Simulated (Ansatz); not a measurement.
InSe/InSe/InSe (GaSe type multilayer), computed twice by G0W0.

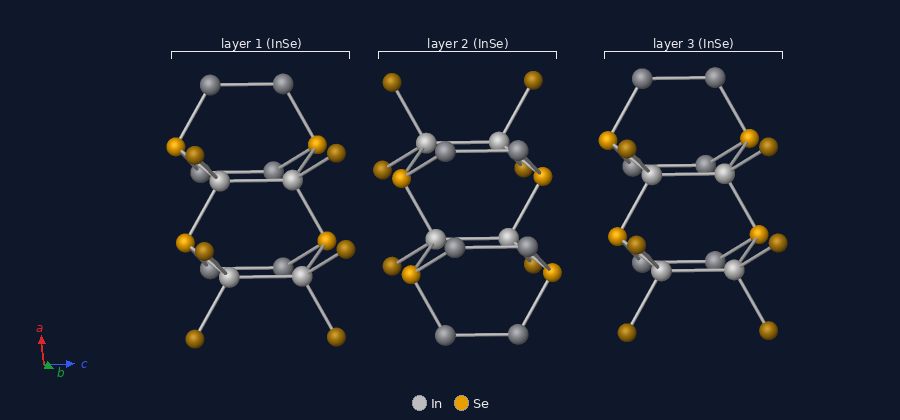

The structure (indium light grey, selenium orange). 2×1×1 cells are drawn. Some periodic images of atoms are drawn too.

The cell holds 12 atoms: 6 In and 6 Se. Its edges and angles: a = 3.955 Å, b = 3.955 Å, c = 66.500 Å, α = 90.0°, β = 90.0°, γ = 120.0°. Regions: layer 1 (InSe), 4 atoms (2 In and 2 Se); layer 2 (InSe), 4 atoms (2 In and 2 Se); layer 3 (InSe), 4 atoms (2 In and 2 Se). Vacuum lies along c.

```xyz
12
Lattice="3.9546 0.0000 0.0000 -1.9773 3.4248 0.0000 0.0000 0.0000 66.5000" Properties=species:S:1:pos:R:3
In    0.0000    2.2832   26.4699
In    0.0000    2.2832   23.7180
Se    1.9773    1.1416   27.7633
Se    1.9773    1.1416   22.4206
In    1.9773    1.1416   34.6248
In    1.9773    1.1416   31.8752
Se    0.0000    2.2832   35.9171
Se    0.0000    2.2832   30.5829
In    0.0000    2.2832   42.7820
In    0.0000    2.2832   40.0301
Se    1.9773    1.1416   44.0794
Se    1.9773    1.1416   38.7367
```

The structure was relaxed with PBEsol-D3(BJ). The runs that relaxed it are not among those shown. PAW set soft_2, made with PBE.

The first (Ansatz 0.2.0; start PBEsol, 6×6×1 mesh, 1197 empty bands, screening to 70 eV; 1 × NVIDIA H100 80GB HBM3 (shared by 6 runs) with 3 threads of AMD EPYC 7R13 (Zen 3), shared host) gave, on its mesh: starting gap 0.99 eV, G0W0 gap 1.61 eV, mean of 1 + 4πα/V (set by the cell height) 2.99, 3.9 min.

Question: The second changes empty bands from 1197 to 479 and screening cutoff (eV) from 70.0 to 38. What does it give?

It gave: starting gap 0.99 eV, G0W0 gap 1.59 eV, mean of 1 + 4πα/V (set by the cell height) 3.03, 86 s. The G0W0 gap moves by −0.02 eV, +0.00 eV from the start and −0.02 eV from the correction. Σc changes by +0.29 eV at the valence top and +0.27 eV at the conduction bottom, and Σx − Vxc between them by −0.0002 eV.

Limits: not at the basis limit; coarse mesh for a sheet; no spin-orbit coupling.

[Paths, hosts, dates, memory and timing lines, banners, echoed tables and standing remarks are left out of the program output.]

[Logs are printed without paths, hosts, clocks, repeated set-up lines and the standing remarks that a program may print on its own settings, such as how far it seeks lower states.]

[Runs of the session that timed out or met a known fault of the program may be left out.]

[Cells called generated may have been cut or substituted from an entry of the Crystallography Open Database or the Materials Project.]

[Hosts, paths, dates, database ids (printed as entryN), source tags and the programs' standing remarks are cut or masked in the printed files.]
